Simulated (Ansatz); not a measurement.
# CH8BSSi (charge +1): what the fields show

```xyz
12

C    -1.1335    1.8967   -0.4396
B    -0.1569    0.8972   -1.0515
S     1.6961    1.0921   -0.7508
Si    2.0335    1.2427    1.4929
H    -0.7393    2.7003    0.1894
H    -1.7082    2.3472   -1.2668
H    -1.8979    1.3357    0.1236
H    -0.4124   -0.0084   -1.7824
H     2.1716   -0.1437   -1.0431
H     1.6303    2.6440    1.7350
H     1.1483    0.2185    2.0915
H     3.4827    0.9606    1.5753
```

Geometry: PBE0-D3(BJ)/pcseg-1.

The calculation used isolated molecule in a Gaussian basis; Kohn-Sham density functional theory, functional PBE0 in Ansatz 0.2.0.

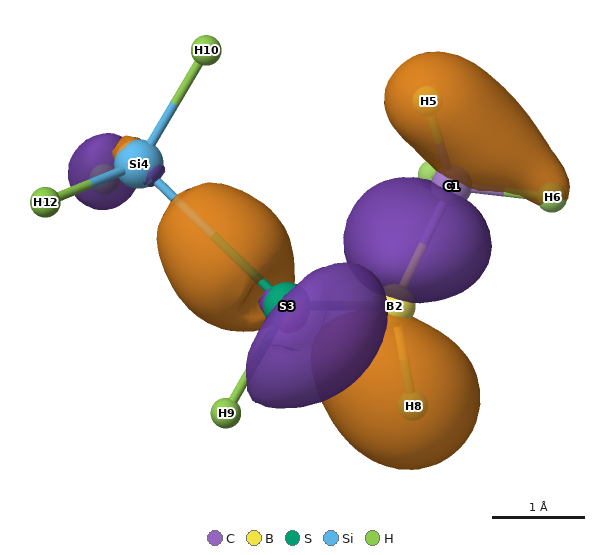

Figure 1. The HOMO−1 at ±0.15 Å⁻³ᐟ² (orange and purple are the two phases), seen at a tilt.

**What is the character of this orbital?**

By Hirshfeld shares it lies mainly on B2 (about 20 %), C1 (about 20 %), S3 (about 20 %), H8 (about 15 %) and Si4 (about 10 %). Its energy is −14.79 eV.

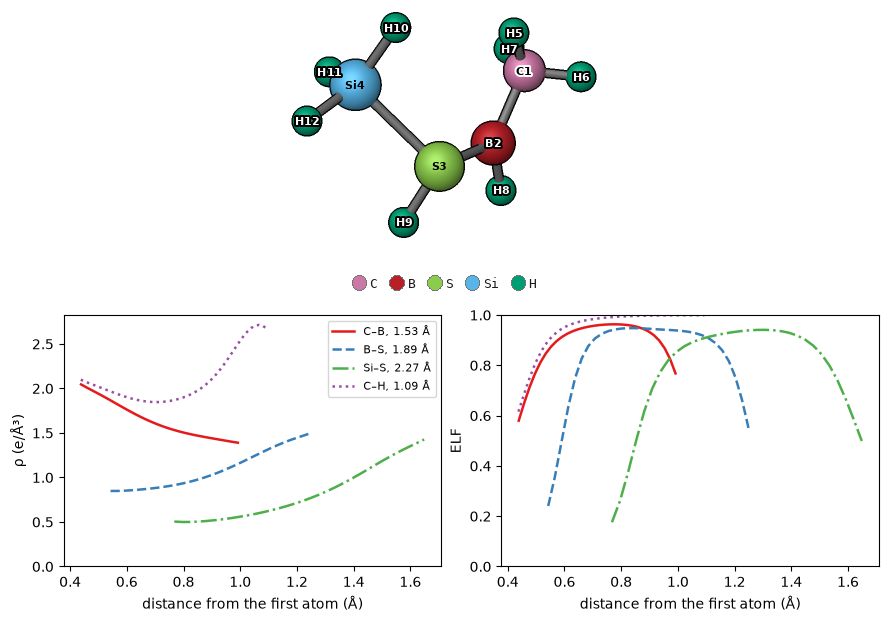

Figure 2. Total electron density and electron localisation function along straight lines between neighbouring atoms. The curves leave out the atomic cores. The structure is drawn too.

**What kind of bonding do the profiles show?**

C–B (1.53 Å): ρ is about 1.5 e/Å³ halfway; the ELF peaks at about 0.95 between the atoms: localised, covalent bonding.
B–S (1.89 Å): ρ is about 1.1 e/Å³ halfway, with its minimum of 0.85 e/Å³ about 0.6 Å from B; the ELF peaks at about 0.95 between the atoms, as expected for a covalent bond.
Si–S (2.27 Å): the density is about 0.65 e/Å³ at the midpoint, with its minimum of 0.5 e/Å³ about 0.8 Å from Si; the ELF peaks at about 0.95 between the atoms (localised, covalent bonding).
C–H (1.09 Å): ρ is about 2 e/Å³ halfway; the ELF climbs to about 1 towards the hydrogen, as it does in any bond to H; an ordinary covalent bond to hydrogen.

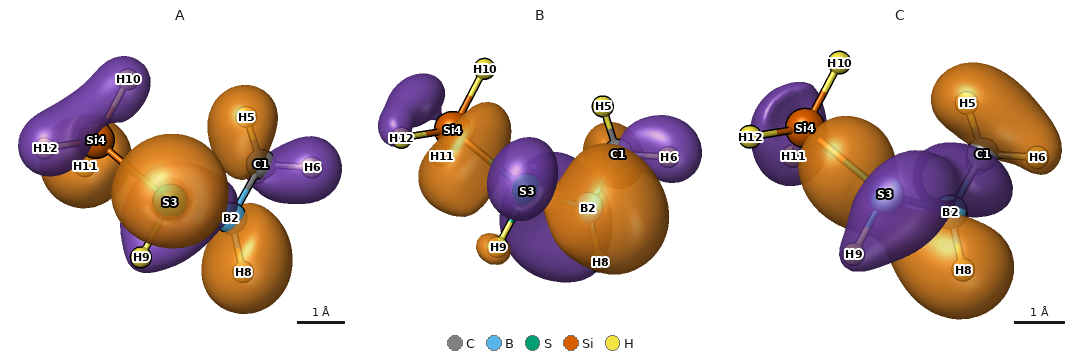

Figure 3. Three frontier orbitals at ±0.08 Å⁻³ᐟ² (orange and purple are the two phases), in no order.

**Which picture is the HOMO−1, the HOMO and the LUMO?**

C is the HOMO−1 (−14.79 eV). By Hirshfeld shares it lies mainly on B2 (about 20 %), C1 (about 20 %), S3 (about 20 %), H8 (about 15 %) and Si4 (about 10 %). A is the HOMO (−14.23 eV). Its weight (Hirshfeld) is mainly on S3 (about 40 %), B2 (about 15 %), H8 (about 10 %), Si4 (about 10 %), H11 (about 10 %) and C1 (about 10 %). B is the LUMO (−6.73 eV). Its weight (Hirshfeld) is mainly on B2 (about 45 %), S3 (about 20 %), Si4 (about 10 %) and C1 (about 10 %).

**What is the HOMO–LUMO gap?**

7.50 eV between the orbital energies.
